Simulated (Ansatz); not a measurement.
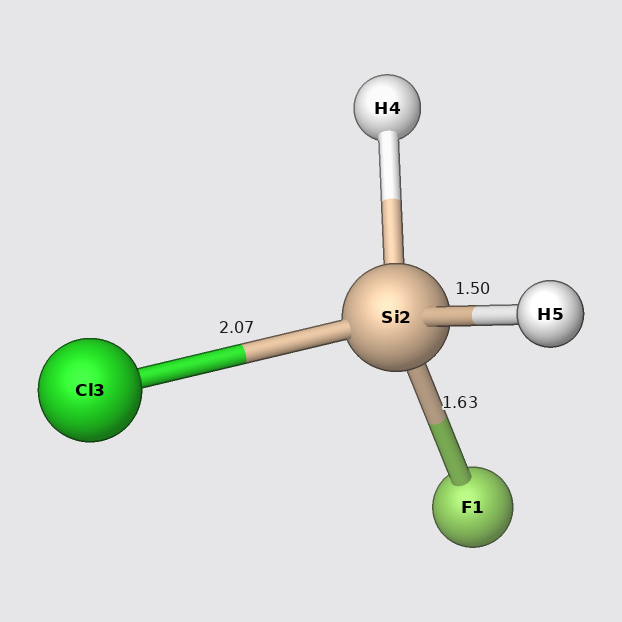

The numbers beside the sticks are distances in Å. Sticks don't show bond order. The geometry was computed by an optimisation with PBE-D4/def2-SVP. No frequency run is at hand to confirm it as a minimum.

Q: Assign a bond order to each marked bond.

A: F1–Si2 single; Si2–Cl3 single; Si2–H5 single.

Q: Write the SMILES.

A: F[SiH2]Cl
